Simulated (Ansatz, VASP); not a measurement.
**SiO2: VASP beside Ansatz**

Wanted: the spread between two codes on one cell, functional and k mesh.

Main program and level: Ansatz 0.2.0; plane waves, with VASP 6.6.1 beside it; band structure at LDA.

### 1. The structure

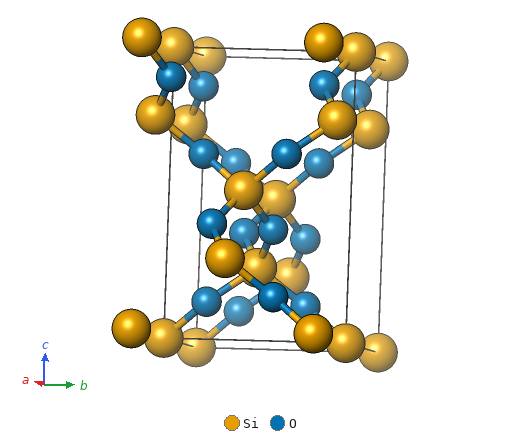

The starting structure, seen slightly off an axis (silicon orange, oxygen blue). 2×1×1 cells are drawn. This picture shows the conventional cell, with its axes. Bonds to atoms that aren't drawn are left out. Some periodic images of atoms are drawn too.

Structure file:

```cif
data_structure
_symmetry_space_group_name_H-M 'I-42d'
_symmetry_Int_Tables_number 122
_cell_length_a 4.7481
_cell_length_b 4.7481
_cell_length_c 7.4880
_cell_angle_alpha 90.000
_cell_angle_beta 90.000
_cell_angle_gamma 90.000
_cell_volume 168.81
loop_
_atom_site_label
_atom_site_type_symbol
_atom_site_symmetry_multiplicity
_atom_site_Wyckoff_symbol
_atom_site_fract_x
_atom_site_fract_y
_atom_site_fract_z
_atom_site_occupancy
Si1 Si 4 a 0.00000 0.00000 0.00000 1
O1 O 8 d 0.25000 0.62338 0.37500 1
```

### 2. VASP: band structure, LDA

Levels along a path test the potential and the projectors away from the mesh points.

Lines of VASP's logs that name or quote its potential files are left out, and so is its time.

File INCAR:

```
SYSTEM = SiO2
PREC = Accurate
ENCUT = 440
EDIFF = 1E-08
NELM = 100
ISMEAR = 0
SIGMA = 0.01
LREAL = .FALSE.
ALGO = Normal
GGA = CA
NBANDS = 22
LORBIT = 11
LWAVE = .TRUE.
LCHARG = .FALSE.
KPAR = 8
```

File POSCAR:

```
SiO2
1.0
   -2.3740500000      2.3740500000      3.7440000000
    2.3740500000     -2.3740500000      3.7440000000
    2.3740500000      2.3740500000     -3.7440000000
Si O
2 4
Direct
    0.0000000000      0.0000000000      0.0000000000
    0.7500000000      0.2500000000      0.5000000000
    0.9983800000      0.6250000000      0.8733800000
    0.3750000000      0.2483800000      0.3733800000
    0.7516200000      0.1250000000      0.1266200000
    0.8750000000      0.0016200000      0.6266200000
```

File KPOINTS:

```
Automatic mesh
0
Gamma
4 4 4
0 0 0
```

File KPOINTS_OPT:

```
Line mode
12
Line-mode
Reciprocal
  0.00000000   0.00000000   0.00000000 GAMMA
  0.50000000  -0.50000000   0.00000000 X

  0.50000000  -0.50000000   0.00000000 X
  0.50000000  -0.50000000   0.20103795 Y

  0.50000000  -0.50000000   0.20103795 Y
  0.35051897  -0.35051897   0.35051897 S

  0.35051897  -0.35051897   0.35051897 S
  0.00000000   0.00000000   0.00000000 GAMMA

  0.00000000   0.00000000   0.00000000 GAMMA
  0.50000000   0.50000000  -0.50000000 Z

  0.50000000   0.50000000  -0.50000000 Z
  0.64948103   0.35051897  -0.35051897 S1

  0.64948103   0.35051897  -0.35051897 S1
  0.50000000   0.00000000   0.00000000 N

  0.50000000   0.00000000   0.00000000 N
  0.75000000  -0.25000000  -0.25000000 P

  0.75000000  -0.25000000  -0.25000000 P
  0.79896205   0.20103795  -0.50000000 Y1

  0.79896205   0.20103795  -0.50000000 Y1
  0.50000000   0.50000000  -0.50000000 Z

  0.50000000  -0.50000000   0.00000000 X
  0.75000000  -0.25000000  -0.25000000 P
```

The projector-augmented-wave data sets are Si_GW and O_GW (LDA family, release 64).

On the command line:

```
$ mpirun -np 16 vasp_std
```

Numbers of over 12 decimals in the logs are rounded to 6 here.

Output:

```text
[banner, memory and clock lines left out]
running   16 mpi-ranks, on    1 nodes
 distrk:  each k-point on    2 cores,    8 groups
 distr:  one band on    1 cores,    2 groups

 POSCAR found type information on POSCAR SiO
 POSCAR found :  2 types and       6 ions
|                                                                             |
|           W    W    AA    RRRRR   N    N  II  N    N   GGGG   !!!           |
|           W    W   A  A   R    R  NN   N  II  NN   N  G    G  !!!           |
|           W    W  A    A  R    R  N N  N  II  N N  N  G       !!!           |
|           W WW W  AAAAAA  RRRRR   N  N N  II  N  N N  G  GGG   !            |
|           WW  WW  A    A  R   R   N   NN  II  N   NN  G    G                |
|           W    W  A    A  R    R  N    N  II  N    N   GGGG   !!!           |
|                                                                             |
|     For optimal performance we recommend to set                             |
|       NCORE = 2 up to number-of-cores-per-socket                            |
|     NCORE specifies how many cores store one orbital (NPAR=cpu/NCORE).      |
|     This setting can greatly improve the performance of VASP for DFT.       |
|     The default, NCORE=1 might be grossly inefficient on modern             |
|     multi-core architectures or massively parallel machines. Do your        |
|     Unfortunately you need to use the default for GW and RPA                |
|     calculations (for HF NCORE is supported but not extensively tested      |
|     yet).                                                                   |
|                                                                             |

 LDA part: xc-table for (Slater(with rela. corr.)+CA(PZ))
 , standard interpolation
 POSCAR, INCAR and KPOINTS ok, starting setup
 FFT: planning ... GRIDC
 FFT: planning ... GRID_SOFT
 FFT: planning ... GRID
 WAVECAR not read
 entering main loop
       N       E                     dE             d eps       ncg     rms          rms(c)
DAV:   1     0.226083459367E+03    0.22608E+03   -0.15771E+04   682   0.129E+03
DAV:   2    -0.403684564622E+02   -0.26645E+03   -0.24783E+03   872   0.484E+02
DAV:   3    -0.579473657933E+02   -0.17579E+02   -0.17446E+02   808   0.113E+02
DAV:   4    -0.584651184409E+02   -0.51775E+00   -0.51660E+00   842   0.245E+01
DAV:   5    -0.584851573637E+02   -0.20039E-01   -0.20033E-01   826   0.415E+00    0.149E+01
DAV:   6    -0.521152765209E+02    0.63699E+01   -0.24478E+01   944   0.515E+01    0.449E+00
DAV:   7    -0.519782673043E+02    0.13701E+00   -0.60647E-01   724   0.542E+00    0.280E+00
DAV:   8    -0.518889959593E+02    0.89271E-01   -0.16430E-01   736   0.634E+00    0.414E-01
DAV:   9    -0.518879603283E+02    0.10356E-02   -0.29285E-02  1024   0.190E+00    0.112E-01
DAV:  10    -0.518883943038E+02   -0.43398E-03   -0.12900E-03   922   0.336E-01    0.334E-02
DAV:  11    -0.518883769281E+02    0.17376E-04   -0.14883E-04   924   0.108E-01    0.122E-02
DAV:  12    -0.518883772957E+02   -0.36753E-06   -0.11712E-05   792   0.331E-02    0.647E-03
DAV:  13    -0.518883774063E+02   -0.11060E-06   -0.23201E-06   912   0.165E-02    0.213E-03
DAV:  14    -0.518883773665E+02    0.39789E-07   -0.17061E-07   856   0.464E-03    0.822E-04
DAV:  15    -0.518883773537E+02    0.12787E-07   -0.88570E-08   856   0.277E-03    0.147E-04
DAV:  16    -0.518883773542E+02   -0.53387E-09   -0.22578E-09   520   0.591E-04
   1 F= -.51888377E+02 E0= -.51888377E+02  d E =-.296384E-40
 Start KPOINTS_OPT (optional k-point list driver)
k-point batch [1-13\132]
       N       E                     dE             ncg
DAV:   1     0.503800656641E+03   -0.57231E+04      684
DAV:   2    -0.268137388004E+04   -0.31852E+04      882
DAV:   3    -0.290423029158E+04   -0.22286E+03      792
DAV:   4    -0.291332212624E+04   -0.90918E+01      864
DAV:   5    -0.291352697091E+04   -0.20484E+00      836
DAV:   6    -0.291354676164E+04   -0.19791E-01      994
DAV:   7    -0.291354699743E+04   -0.23579E-03      810
DAV:   8    -0.291354701502E+04   -0.17588E-04      962
DAV:   9    -0.291354701527E+04   -0.24387E-06      738
DAV:  10    -0.291354701529E+04   -0.20282E-07      568
DAV:  11    -0.291354701529E+04   -0.21682E-08      514
[...]
k-point batch [131-132\132]
       N       E                     dE             ncg
DAV:   1     0.100767120666E+05   -0.17450E+04      110
DAV:   2     0.958950127693E+04   -0.48721E+03      136
DAV:   3     0.955876043688E+04   -0.30741E+02      120
DAV:   4     0.955750670462E+04   -0.12537E+01      136
DAV:   5     0.955742864974E+04   -0.78055E-01      144
DAV:   6     0.955742704428E+04   -0.16055E-02      152
DAV:   7     0.955742703130E+04   -0.12986E-04      136
DAV:   8     0.955742703091E+04   -0.38941E-06      136
DAV:   9     0.955742703089E+04   -0.23252E-07      136
DAV:  10     0.955742703088E+04   -0.71850E-09       80
 writing wavefunctions
```

Parts of OUTCAR (step 2):

```text
ion  position               nearest neighbor table
   1  0.000  0.000  0.000-   3 1.62   4 1.62   5 1.62   6 1.62   2 3.02   2 3.02   2 3.02   2 3.02

  LATTYP: Found a body centered tetragonal cell.
 ALAT       =     4.7481000000
 C/A-ratio  =     1.5770518734

 Subroutine GETGRP returns: Found  8 space group operations
 (whereof  4 operations were pure point group operations)

The static configuration has the point symmetry S_4 .
 The point group associated with its full space group is D_2d.

 Found     13 irreducible k-points:

   k-points           NKPTS =     13   k-points in BZ     NKDIM =     13   number of bands    NBANDS=     22

   dimension x,y,z NGX =    36 NGY =   36 NGZ =   36
   dimension x,y,z NGXF=    72 NGYF=   72 NGZF=   72

   ENCUT  =  440.0 eV  32.34 Ry    5.69 a.u.   8.60  8.60  8.60*2*pi/ulx,y,z

   NELECT =      32.0000    total number of electrons

 k-points in reciprocal lattice and weights: Automatic mesh
   0.00000000  0.00000000  0.00000000       0.016
   0.25000000  0.00000000  0.00000000       0.125
   0.50000000  0.00000000  0.00000000       0.062
   0.25000000  0.25000000  0.00000000       0.125
   0.50000000  0.25000000  0.00000000       0.250
  -0.25000000  0.25000000  0.00000000       0.062
   0.50000000  0.50000000  0.00000000       0.031
   0.25000000  0.25000000  0.25000000       0.031
  -0.25000000  0.25000000  0.25000000       0.062
   0.50000000  0.50000000  0.25000000       0.062
  -0.25000000  0.50000000  0.25000000       0.125
  -0.25000000 -0.25000000  0.25000000       0.031
   0.50000000  0.50000000  0.50000000       0.016

 average (electrostatic) potential at core
       1 -72.8485       2 -72.8485       3 -74.7069       4 -74.7069       5 -74.7069
       6 -74.7069

 E-fermi :  -0.4523

 k-point     1 :       0.0000    0.0000    0.0000
  band No.  band energies     occupation
    ...
     12      -1.9186      2.00000
     13      -1.8853      2.00000
     14      -1.5659      2.00000
     15      -0.5443      2.00000
     16      -0.5443      2.00000
     17       5.2782      0.00000
     18       7.8794      0.00000
     19      10.5267      0.00000
     20      10.5297      0.00000
     21      10.6180      0.00000
    ...

 k-point     2 :       0.2500    0.0000    0.0000
  band No.  band energies     occupation
    ...
     12      -1.9503      2.00000
     13      -1.8733      2.00000
     14      -1.4086      2.00000
     15      -0.6394      2.00000
     16      -0.6284      2.00000
     17       6.2173      0.00000
     18       8.4649      0.00000
     19       9.3627      0.00000
     20       9.9569      0.00000
     21      10.5399      0.00000
    ...

 k-point     3 :       0.5000    0.0000    0.0000
  band No.  band energies     occupation
    ...
     12      -2.0114      2.00000
     13      -1.8262      2.00000
     14      -1.2232      2.00000
     15      -0.8268      2.00000
     16      -0.7278      2.00000
     17       7.6626      0.00000
     18       8.4039      0.00000
     19       9.2278      0.00000
     20       9.4384      0.00000
     21      10.3818      0.00000
    ...

  Total       -2.3585780     -2.3585780     -3.3732962      0.0000000      0.0000000      0.0000000
  in kB      -44.7698118    -44.7698118    -64.0308842      0.0000000      0.0000000      0.0000000
  external PRESSURE =     -51.1901693 kB  Pullay stress =       0.0000000 kB

  energy-cutoff  :      440.00
  volume of cell :       84.41
      direct lattice vectors                 reciprocal lattice vectors
    -2.374050000  2.374050000  3.744000000     0.000000000  0.210610560  0.133547009
     2.374050000 -2.374050000  3.744000000     0.210610560  0.000000000  0.133547009
     2.374050000  2.374050000 -3.744000000     0.210610560  0.210610560  0.000000000

 POSITION                                       TOTAL-FORCE (eV/Angst)
 -----------------------------------------------------------------------------------
      0.00000      0.00000      0.00000         0.000000     -0.000000     -0.000000
      0.00000      2.37405      1.87200         0.000000     -0.000000      0.000000
      1.18702      2.95987      2.80800         0.000000     -0.253469      0.000000
      0.58582      1.18702      0.93600        -0.253469     -0.000000      0.000000
     -1.18702      1.78823      2.80800         0.000000      0.253469     -0.000000
     -0.58582      3.56107      0.93600         0.253469      0.000000     -0.000000
 -----------------------------------------------------------------------------------
    total drift:                                0.000003      0.000003      0.000004

  FREE ENERGIE OF THE ION-ELECTRON SYSTEM (eV)
  ---------------------------------------------------
  free  energy   TOTEN  =       -51.8883773542 eV

  energy  without entropy=      -51.8883773542  energy(sigma->0) =      -51.88837735

 total charge
# of ion       s       p       d       tot
------------------------------------------
    1        0.623   0.972   0.512   2.107
    2        0.623   0.972   0.512   2.107
    3        1.514   3.621   0.000   5.135
    4        1.514   3.621   0.000   5.135
    5        1.514   3.621   0.000   5.135
    6        1.514   3.621   0.000   5.135
--------------------------------------------------
tot          7.302  16.427   1.024  24.753

[... 3 further parts left out ...]
```

The run ends at a pressure of -5.12 GPa, with forces up to 0.25 eV/Å.

(Continued in part 2 of 2.)

[Lines on the potential files, build, host, timing and source positions are cut from VASP's logs without a mark.]

[Logs are printed without paths, hosts, clocks, repeated set-up lines and the standing remarks that a program may print on its own settings, such as how far it seeks lower states.]

[Hosts, paths, dates, database ids (printed as entryN), source tags and the programs' standing remarks are cut or masked in the printed files.]
